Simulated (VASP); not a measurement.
Band structure of Pb (fcc). Computed with PBE GGA with spin-orbit coupling, VASP's PBE PAW potentials (set 64) (plane waves; VASP).

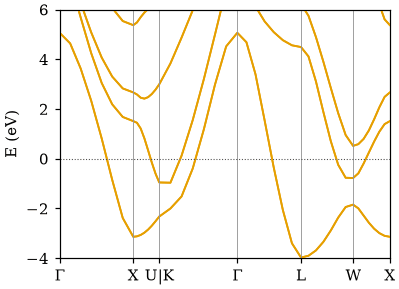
Bands along high-symmetry lines, zero at the valence-band maximum or, without a gap, the Fermi level

Task: Read the plot: is there a gap, and where are the band edges?

Result: It has no gap at this level: it comes out as a metal or semimetal.

The compound is Pb in the fcc structure. It was relaxed first.
